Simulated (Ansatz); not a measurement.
# Ag+ with SiH4O4: interaction against distance, part 2 of 2

Ansatz 0.2.0, Gaussian basis. The steps go on from the part before.

### 6 B moved by +0.59 Å, wB97M-V/def2-TZVPPD

ab/in.yaml

```yaml
crystal:
  periodic: [false, false, false]
  atoms:
    - {symbol: Ag, position_ang: [-0.951587, -1.899123, -1.947021]}
    - {symbol: O, position_ang: [-0.718891, -0.741492, 0.691395]}
    - {symbol: Si, position_ang: [0.324459, 0.545112, 0.590891]}
    - {symbol: O, position_ang: [0.365229, 0.519241, -1.067935]}
    - {symbol: O, position_ang: [1.755402, 0.187835, 1.218469]}
    - {symbol: O, position_ang: [-0.215926, 1.910400, 1.235019]}
    - {symbol: H, position_ang: [-0.906019, -1.150557, 1.540410]}
    - {symbol: H, position_ang: [0.992631, 1.066104, -1.547989]}
    - {symbol: H, position_ang: [2.166657, 0.753770, 1.875370]}
    - {symbol: H, position_ang: [-1.053225, 2.318566, 1.009411]}
basis:
  gaussian: {orbitals: "def2-TZVPPD.json"}
total_charge: 1
hamiltonian: {xc: {name: wB97M-V}}
```

a/in.yaml

```yaml
crystal:
  periodic: [false, false, false]
  atoms:
    - {symbol: Ag, position_ang: [-0.951587, -1.899123, -1.947021]}
basis:
  gaussian:
    orbitals: "def2-TZVPPD.json"
    ghost_atoms:
      - {symbol: O, position_ang: [-0.718891, -0.741492, 0.691395]}
      - {symbol: Si, position_ang: [0.324459, 0.545112, 0.590891]}
      - {symbol: O, position_ang: [0.365229, 0.519241, -1.067935]}
      - {symbol: O, position_ang: [1.755402, 0.187835, 1.218469]}
      - {symbol: O, position_ang: [-0.215926, 1.910400, 1.235019]}
      - {symbol: H, position_ang: [-0.906019, -1.150557, 1.540410]}
      - {symbol: H, position_ang: [0.992631, 1.066104, -1.547989]}
      - {symbol: H, position_ang: [2.166657, 0.753770, 1.875370]}
      - {symbol: H, position_ang: [-1.053225, 2.318566, 1.009411]}
total_charge: 1
hamiltonian: {xc: {name: wB97M-V}}
```

b/in.yaml

```yaml
crystal:
  periodic: [false, false, false]
  atoms:
    - {symbol: O, position_ang: [-0.718891, -0.741492, 0.691395]}
    - {symbol: Si, position_ang: [0.324459, 0.545112, 0.590891]}
    - {symbol: O, position_ang: [0.365229, 0.519241, -1.067935]}
    - {symbol: O, position_ang: [1.755402, 0.187835, 1.218469]}
    - {symbol: O, position_ang: [-0.215926, 1.910400, 1.235019]}
    - {symbol: H, position_ang: [-0.906019, -1.150557, 1.540410]}
    - {symbol: H, position_ang: [0.992631, 1.066104, -1.547989]}
    - {symbol: H, position_ang: [2.166657, 0.753770, 1.875370]}
    - {symbol: H, position_ang: [-1.053225, 2.318566, 1.009411]}
basis:
  gaussian:
    orbitals: "def2-TZVPPD.json"
    ghost_atoms:
      - {symbol: Ag, position_ang: [-0.951587, -1.899123, -1.947021]}
hamiltonian: {xc: {name: wB97M-V}}
```

One command serves all of them, each in its own folder.

On the command line:

```
ansatz run in.yaml --threads 2 --pin off --events-out ev --progress --plain --max-ram 22528MiB --backend cuda --devices 0, --max-vram 18GiB
```

Log of ab (excerpt; [...] marks lines left out):

```text
Functional definition: wB97M-V
  name "wB97M-V"
  cite "Mardirossian & Head-Gordon, J. Chem. Phys. 144, 214110 (2016) doi:10.1063/1.4952647"
  cite "Becke, J. Chem. Phys. 107, 8554 (1997) doi:10.1063/1.475007"
  cite "Vydrov & Van Voorhis, J. Chem. Phys. 133, 244103 (2010) doi:10.1063/1.3521275"
  # Of w^i u^j: cxij and so on, Table III.
[...]
  gx(w, u) = 1 - cx + cx01*u + cx10*w
  gss(w, u) = css00 + css04*u^4 + css10*w + css20*w^2 + css43*w^4*u^3
  gos(w, u) = cos00 + cos10*w + (cos20 + cos21*u)*w^2 + (cos60 + cos61*u)*w^6
[...]
      + integral(e_c_pw_mod_opposite_spin*gos(b97_w_opposite, b97_u_opposite)) + vv10(b, c)
1639 factors; their error is unknown
451 factors; integrals over basis functions are off by at most 1.7e-5 eV
[...]
mean field -20129.79692855 eV, -739.7563926578 hartree, gradient 5.9e-5 eV, S^2 0.000000; 0 other end points of the search recorded, 0 dependent functions left out
reference -20129.79700700 eV, -739.7563955409 hartree; 34, 34 occupied and 298, 298 virtual orbitals, 1639 factors
Total energy: -20129.79700700 eV, -739.7563955409 hartree
```

a printed (excerpt; [...] marks lines left out):

```text
[... 5 set-up lines as earlier in the session ...]
  # Of w^i u^j: cxij and so on, Table III.
[...]
  gx(w, u) = 1 - cx + cx01*u + cx10*w
  gss(w, u) = css00 + css04*u^4 + css10*w + css20*w^2 + css43*w^4*u^3
  gos(w, u) = cos00 + cos10*w + (cos20 + cos21*u)*w^2 + (cos60 + cos61*u)*w^6
[...]
      + integral(e_c_pw_mod_opposite_spin*gos(b97_w_opposite, b97_u_opposite)) + vv10(b, c)
1595 factors; their error is unknown
437 factors; integrals over basis functions are off by at most 4.0e-5 eV
[...]
mean field -3990.02578107 eV, -146.6307429177 hartree, gradient 2.4e-5 eV, S^2 0.000000; 0 other end points of the search recorded, 0 dependent functions left out
reference -3990.02581015 eV, -146.6307439863 hartree; 9, 9 occupied and 323, 323 virtual orbitals, 1595 factors
Total energy: -3990.02581015 eV, -146.6307439863 hartree
```

Output in b (excerpt; [...] marks lines left out):

```text
[... 5 set-up lines as earlier in the session ...]
  # Of w^i u^j: cxij and so on, Table III.
[...]
  gx(w, u) = 1 - cx + cx01*u + cx10*w
  gss(w, u) = css00 + css04*u^4 + css10*w + css20*w^2 + css43*w^4*u^3
  gos(w, u) = cos00 + cos10*w + (cos20 + cos21*u)*w^2 + (cos60 + cos61*u)*w^6
[...]
      + integral(e_c_pw_mod_opposite_spin*gos(b97_w_opposite, b97_u_opposite)) + vv10(b, c)
1581 factors; their error is unknown
433 factors; integrals over basis functions are off by at most 4.1e-5 eV
[...]
mean field -16138.20526724 eV, -593.0681047028 hartree, gradient 5.0e-5 eV, S^2 0.000000; 0 other end points of the search recorded, 0 dependent functions left out
reference -16138.20534093 eV, -593.0681074105 hartree; 25, 25 occupied and 307, 307 virtual orbitals, 1581 factors
Total energy: -16138.20534093 eV, -593.0681074105 hartree
```

They took 6.5 s (ab), 5.5 s (a), 5.5 s (b) on 1 × a share of an NVIDIA H100 with 2 threads of AMD EPYC 7R13, shared host; peak memory 0.99 GiB.

ab − a − b = -151.08 kJ/mol.

### 7 B moved by +0.59 Å, CCSD(T)/def2-TZVPPD

Each input of step 6 (ab, a, b) changes in the same lines:

```diff
-hamiltonian: {xc: {name: wB97M-V}}
+correlation: {method: ccsd_t}
```

Each run has its own folder and the same command.

On the command line:

```
ansatz run in.yaml --threads 2 --pin off --events-out ev --progress --plain --max-ram 22528MiB --backend cuda --devices 0, --max-vram 18GiB
```

Log of ab (excerpt; [...] marks lines left out):

```text
[... 4 set-up lines as earlier in the session ...]
[...]
2021 factors; integrals over basis functions are off by at most 1.1e-3 eV
[...]
mean field -20055.64899364 eV, -737.0315063091 hartree, gradient 4.4e-6 eV, S^2 0.000000; 0 other end points of the search recorded, 0 dependent functions left out
9 core orbitals not correlated, not the lowest: weight in the atoms' cores, before any rotation towards them, 1.000 or more for the frozen orbitals, at most 0.000 for the correlated occupied ones
reference -20055.64899364 eV, -737.0315063091 hartree; 25, 25 occupied and 298, 298 virtual orbitals, 2021 factors
second order -46.34651521 eV of doubles, -0.00000000 eV of singles
cycle   1  -44.92658075 eV  change     1.4e0 eV  update   1.2e-1
[...]
cycle  12  -45.93013024 eV  change   -3.5e-5 eV  update   1.3e-5
perturbative correction -1.47281128 eV, -0.0541248161 hartree
Total energy: -20103.05193515 eV, -738.7735322788 hartree
```

Log of a (excerpt; [...] marks lines left out):

```text
[... 4 set-up lines as earlier in the session ...]
[...]
2040 factors; integrals over basis functions are off by at most 1.1e-3 eV
[...]
mean field -3969.68826252 eV, -145.8833528962 hartree, gradient 9.0e-7 eV, S^2 0.000000; 0 other end points of the search recorded, 0 dependent functions left out
reference -3969.68826252 eV, -145.8833528962 hartree; 9, 9 occupied and 323, 323 virtual orbitals, 2040 factors
second order -16.76955244 eV of doubles, -0.00000000 eV of singles
cycle   1  -15.81130201 eV  change    9.6e-1 eV  update   5.9e-2
[...]
cycle   7  -16.10180665 eV  change   -1.2e-6 eV  update   1.1e-5
perturbative correction -0.40510960 eV, -0.0148875030 hartree
Total energy: -3986.19517877 eV, -146.4899708795 hartree
```

b printed (excerpt; [...] marks lines left out):

```text
[... 4 set-up lines as earlier in the session ...]
[...]
2021 factors; integrals over basis functions are off by at most 1.1e-3 eV
[...]
mean field -16084.57857084 eV, -591.0973599596 hartree, gradient 3.1e-6 eV, S^2 0.000000; 0 other end points of the search recorded, 0 dependent functions left out
9 core orbitals not correlated: weight in the atoms' cores, before any rotation towards them, 1.000 or more for the frozen orbitals, at most 0.000 for the correlated occupied ones
reference -16084.57857084 eV, -591.0973599596 hartree; 16, 16 occupied and 307, 307 virtual orbitals, 2021 factors
second order -29.46511948 eV of doubles, -0.00000000 eV of singles
cycle   1  -29.04434506 eV  change    4.2e-1 eV  update   1.1e-1
[...]
cycle   9  -29.74015324 eV  change    6.7e-6 eV  update   1.2e-5
perturbative correction -1.05028368 eV, -0.0385972134 hartree
Total energy: -16115.36900777 eV, -592.2288876461 hartree
```

Times: 25 s (ab), 8 s (a), 16 s (b) on 1 × a share of an NVIDIA H100 with 2 threads of AMD EPYC 7R13, shared host; peak memory 0.89 GiB.

Interaction: -143.55 kJ/mol.

### 8 B moved by +2.37 Å, wB97M-V/def2-TZVPPD

ab/in.yaml

```yaml
crystal:
  periodic: [false, false, false]
  atoms:
    - {symbol: Ag, position_ang: [-0.951587, -1.899123, -1.947021]}
    - {symbol: O, position_ang: [-0.132681, 0.428426, 1.890801]}
    - {symbol: Si, position_ang: [0.910669, 1.715030, 1.790298]}
    - {symbol: O, position_ang: [0.951439, 1.689159, 0.131471]}
    - {symbol: O, position_ang: [2.341612, 1.357754, 2.417875]}
    - {symbol: O, position_ang: [0.370284, 3.080319, 2.434425]}
    - {symbol: H, position_ang: [-0.319809, 0.019362, 2.739817]}
    - {symbol: H, position_ang: [1.578841, 2.236023, -0.348583]}
    - {symbol: H, position_ang: [2.752867, 1.923688, 3.074776]}
    - {symbol: H, position_ang: [-0.467015, 3.488484, 2.208817]}
basis:
  gaussian: {orbitals: "def2-TZVPPD.json"}
total_charge: 1
hamiltonian: {xc: {name: wB97M-V}}
```

a/in.yaml

```yaml
crystal:
  periodic: [false, false, false]
  atoms:
    - {symbol: Ag, position_ang: [-0.951587, -1.899123, -1.947021]}
basis:
  gaussian:
    orbitals: "def2-TZVPPD.json"
    ghost_atoms:
      - {symbol: O, position_ang: [-0.132681, 0.428426, 1.890801]}
      - {symbol: Si, position_ang: [0.910669, 1.715030, 1.790298]}
      - {symbol: O, position_ang: [0.951439, 1.689159, 0.131471]}
      - {symbol: O, position_ang: [2.341612, 1.357754, 2.417875]}
      - {symbol: O, position_ang: [0.370284, 3.080319, 2.434425]}
      - {symbol: H, position_ang: [-0.319809, 0.019362, 2.739817]}
      - {symbol: H, position_ang: [1.578841, 2.236023, -0.348583]}
      - {symbol: H, position_ang: [2.752867, 1.923688, 3.074776]}
      - {symbol: H, position_ang: [-0.467015, 3.488484, 2.208817]}
total_charge: 1
hamiltonian: {xc: {name: wB97M-V}}
```

b/in.yaml

```yaml
crystal:
  periodic: [false, false, false]
  atoms:
    - {symbol: O, position_ang: [-0.132681, 0.428426, 1.890801]}
    - {symbol: Si, position_ang: [0.910669, 1.715030, 1.790298]}
    - {symbol: O, position_ang: [0.951439, 1.689159, 0.131471]}
    - {symbol: O, position_ang: [2.341612, 1.357754, 2.417875]}
    - {symbol: O, position_ang: [0.370284, 3.080319, 2.434425]}
    - {symbol: H, position_ang: [-0.319809, 0.019362, 2.739817]}
    - {symbol: H, position_ang: [1.578841, 2.236023, -0.348583]}
    - {symbol: H, position_ang: [2.752867, 1.923688, 3.074776]}
    - {symbol: H, position_ang: [-0.467015, 3.488484, 2.208817]}
basis:
  gaussian:
    orbitals: "def2-TZVPPD.json"
    ghost_atoms:
      - {symbol: Ag, position_ang: [-0.951587, -1.899123, -1.947021]}
hamiltonian: {xc: {name: wB97M-V}}
```

The same command starts each run, in its folder.

On the command line:

```
ansatz run in.yaml --threads 2 --pin off --events-out ev --progress --plain --max-ram 22528MiB --backend cuda --devices 0, --max-vram 18GiB
```

ab printed (excerpt; [...] marks lines left out):

```text
[... 5 set-up lines as earlier in the session ...]
  # Of w^i u^j: cxij and so on, Table III.
[...]
  gx(w, u) = 1 - cx + cx01*u + cx10*w
  gss(w, u) = css00 + css04*u^4 + css10*w + css20*w^2 + css43*w^4*u^3
  gos(w, u) = cos00 + cos10*w + (cos20 + cos21*u)*w^2 + (cos60 + cos61*u)*w^6
[...]
      + integral(e_c_pw_mod_opposite_spin*gos(b97_w_opposite, b97_u_opposite)) + vv10(b, c)
1639 factors; their error is unknown
451 factors; integrals over basis functions are off by at most 1.8e-5 eV
[...]
mean field -20128.74002763 eV, -739.7175522652 hartree, gradient 5.3e-5 eV, S^2 0.000000; 0 other end points of the search recorded, 0 dependent functions left out
reference -20128.74010672 eV, -739.7175551718 hartree; 34, 34 occupied and 298, 298 virtual orbitals, 1639 factors
Total energy: -20128.74010672 eV, -739.7175551718 hartree
```

a printed (excerpt; [...] marks lines left out):

```text
[... 5 set-up lines as earlier in the session ...]
  # Of w^i u^j: cxij and so on, Table III.
[...]
  gx(w, u) = 1 - cx + cx01*u + cx10*w
  gss(w, u) = css00 + css04*u^4 + css10*w + css20*w^2 + css43*w^4*u^3
  gos(w, u) = cos00 + cos10*w + (cos20 + cos21*u)*w^2 + (cos60 + cos61*u)*w^6
[...]
      + integral(e_c_pw_mod_opposite_spin*gos(b97_w_opposite, b97_u_opposite)) + vv10(b, c)
1595 factors; their error is unknown
437 factors; integrals over basis functions are off by at most 3.7e-5 eV
[...]
mean field -3990.02398427 eV, -146.6306768864 hartree, gradient 9.8e-6 eV, S^2 0.000000; 0 other end points of the search recorded, 0 dependent functions left out
reference -3990.02400754 eV, -146.6306777418 hartree; 9, 9 occupied and 323, 323 virtual orbitals, 1595 factors
Total energy: -3990.02400754 eV, -146.6306777418 hartree
```

Log of b (excerpt; [...] marks lines left out):

```text
[... 5 set-up lines as earlier in the session ...]
  # Of w^i u^j: cxij and so on, Table III.
[...]
  gx(w, u) = 1 - cx + cx01*u + cx10*w
  gss(w, u) = css00 + css04*u^4 + css10*w + css20*w^2 + css43*w^4*u^3
  gos(w, u) = cos00 + cos10*w + (cos20 + cos21*u)*w^2 + (cos60 + cos61*u)*w^6
[...]
      + integral(e_c_pw_mod_opposite_spin*gos(b97_w_opposite, b97_u_opposite)) + vv10(b, c)
1581 factors; their error is unknown
433 factors; integrals over basis functions are off by at most 3.1e-5 eV
[...]
mean field -16138.20455126 eV, -593.0680783909 hartree, gradient 4.9e-5 eV, S^2 0.000000; 0 other end points of the search recorded, 0 dependent functions left out
reference -16138.20462524 eV, -593.0680811097 hartree; 25, 25 occupied and 307, 307 virtual orbitals, 1581 factors
Total energy: -16138.20462524 eV, -593.0680811097 hartree
```

They took 5.5 s (ab), 4.2 s (a), 5.5 s (b) on 1 × a share of an NVIDIA H100 with 2 threads of AMD EPYC 7R13, shared host; peak memory 1 GiB.

Interaction: -49.35 kJ/mol.

### 9 B moved by +2.37 Å, CCSD(T)/def2-TZVPPD

The same edit goes into each in.yaml of step 8 (ab, a, b):

```diff
-hamiltonian: {xc: {name: wB97M-V}}
+correlation: {method: ccsd_t}
```

One command serves all of them, each in its own folder.

On the command line:

```
ansatz run in.yaml --threads 2 --pin off --events-out ev --progress --plain --max-ram 22528MiB --backend cuda --devices 0, --max-vram 18GiB
```

ab printed (excerpt; [...] marks lines left out):

```text
[... 4 set-up lines as earlier in the session ...]
[...]
2021 factors; integrals over basis functions are off by at most 1.1e-3 eV
[...]
mean field -20054.79036788 eV, -736.9999523943 hartree, gradient 3.6e-6 eV, S^2 0.000000; 0 other end points of the search recorded, 0 dependent functions left out
9 core orbitals not correlated, not the lowest: weight in the atoms' cores, before any rotation towards them, 1.000 or more for the frozen orbitals, at most 0.000 for the correlated occupied ones
reference -20054.79036788 eV, -736.9999523943 hartree; 25, 25 occupied and 298, 298 virtual orbitals, 2021 factors
second order -46.16012096 eV of doubles, -0.00000000 eV of singles
cycle   1  -44.79736061 eV  change     1.4e0 eV  update   1.2e-1
[...]
cycle   9  -45.77389275 eV  change    5.4e-5 eV  update   4.6e-5
perturbative correction -1.44268929 eV, -0.0530178535 hartree
Total energy: -20102.00694992 eV, -738.7351297798 hartree
```

Log of a (excerpt; [...] marks lines left out):

```text
[... 4 set-up lines as earlier in the session ...]
[...]
2040 factors; integrals over basis functions are off by at most 1.1e-3 eV
[...]
mean field -3969.68680552 eV, -145.8832993526 hartree, gradient 4.5e-7 eV, S^2 0.000000; 0 other end points of the search recorded, 0 dependent functions left out
reference -3969.68680552 eV, -145.8832993526 hartree; 9, 9 occupied and 323, 323 virtual orbitals, 2040 factors
second order -16.72170578 eV of doubles, -0.00000000 eV of singles
cycle   1  -15.77296736 eV  change    9.5e-1 eV  update   5.8e-2
[...]
cycle   7  -16.05847053 eV  change    5.4e-6 eV  update   8.8e-6
perturbative correction -0.39701494 eV, -0.0145900299 hartree
Total energy: -3986.14229099 eV, -146.4880272895 hartree
```

b printed (excerpt; [...] marks lines left out):

```text
[... 4 set-up lines as earlier in the session ...]
[...]
2021 factors; integrals over basis functions are off by at most 1.1e-3 eV
[...]
mean field -16084.57784095 eV, -591.0973331363 hartree, gradient 3.1e-6 eV, S^2 0.000000; 0 other end points of the search recorded, 0 dependent functions left out
9 core orbitals not correlated: weight in the atoms' cores, before any rotation towards them, 1.000 or more for the frozen orbitals, at most 0.000 for the correlated occupied ones
reference -16084.57784095 eV, -591.0973331363 hartree; 16, 16 occupied and 307, 307 virtual orbitals, 2021 factors
second order -29.45852019 eV of doubles, -0.00000000 eV of singles
cycle   1  -29.03849477 eV  change    4.2e-1 eV  update   1.1e-1
[...]
cycle   9  -29.73403390 eV  change    6.4e-6 eV  update   1.2e-5
perturbative correction -1.04940344 eV, -0.0385648652 hartree
Total energy: -16115.36127829 eV, -592.2286035929 hartree
```

Times: 17 s (ab), 7.5 s (a), 12 s (b) on 1 × a share of an NVIDIA H100 with 2 threads of AMD EPYC 7R13, shared host; peak memory 0.88 GiB.

ab − a − b = -48.57 kJ/mol.

### 10 The curves

```tsv
shift (Å)	Ag1–O4 (Å)	PBE-D4	r2SCAN-D4	PBE0-D4	B3LYP-D4	wB97M-V	Hartree-Fock	MP2	CCSD	CCSD(T)
-0.24	2.17	-191.27	-202.24	-181.68	-180.63	-175.38	-113.70	-169.37	-154.52	-160.53
0.00	2.37	-211.13	-218.43	-201.40	-204.68	-197.63	-152.94	-188.73	-179.96	-184.32
0.12	2.47	-207.91	-213.01	-198.08	-203.09	-194.43	-156.57	-185.20	-178.47	-182.17
0.59	2.89	-164.50	-163.09	-155.63	-162.85	-151.08	-133.36	-144.15	-141.87	-143.55
2.37	4.56	-56.25	-50.16	-50.03	-50.02	-49.35	-50.72	-48.78	-48.93	-48.57
```

Energies in kJ/mol.

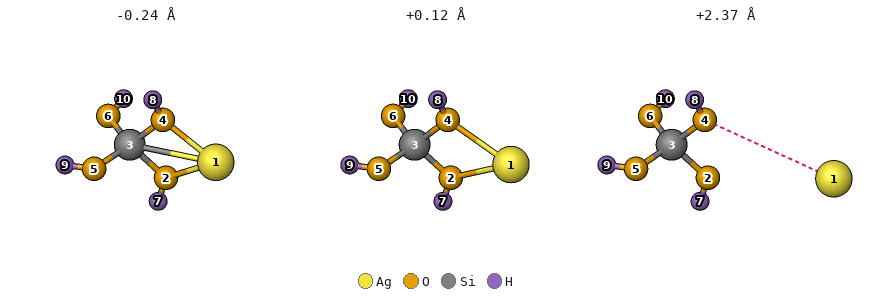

Three of the geometries.

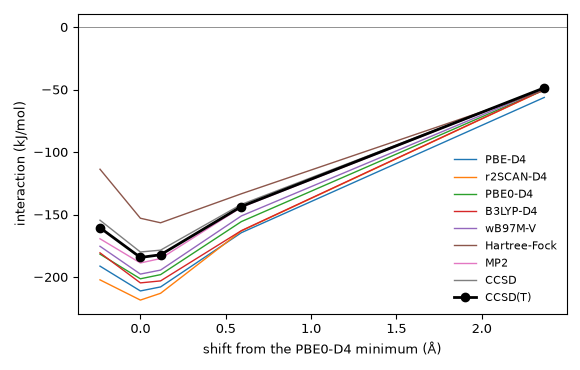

Interaction energy along the line.

What each level costs and misses (shared host):

```tsv
method	RMS deviation from CCSD(T) (kJ/mol)	mean time a point
PBE-D4	23.77	9.6 s
r2SCAN-D4	29.12	13 s
PBE0-D4	15.10	8.2 s
B3LYP-D4	18.06	8.6 s
wB97M-V	11.01	13 s
Hartree-Fock	28.07	part of the CCSD(T) run
MP2	4.63	part of the CCSD(T) run
CCSD	3.79	part of the CCSD(T) run
CCSD(T)	0	36 s
```

The best functional, wB97M-V, misses by 11.01 kJ/mol and takes 13 s a point, against 36 s for CCSD(T).

### 11 Results

This closing draws on all 2 parts.

| quantity | value |
| --- | --- |
| deepest point, CCSD(T) | -184.32 kJ/mol at +0.00 Å |
| at the longest distance | -48.57 kJ/mol at +2.37 Å |
| at the shortest | -160.53 kJ/mol at -0.24 Å |
| RMS deviation from CCSD(T) | PBE-D4 23.77, r2SCAN-D4 29.12, PBE0-D4 15.10, B3LYP-D4 18.06, wB97M-V 11.01, Hartree-Fock 28.07, MP2 4.63, CCSD 3.79 kJ/mol |

In words: Of the points run, CCSD(T) in this basis is lowest at the PBE0-D4 geometry. At +2.37 Å, 26 % of the binding is left. CCSD follows best and r2SCAN-D4 worst.
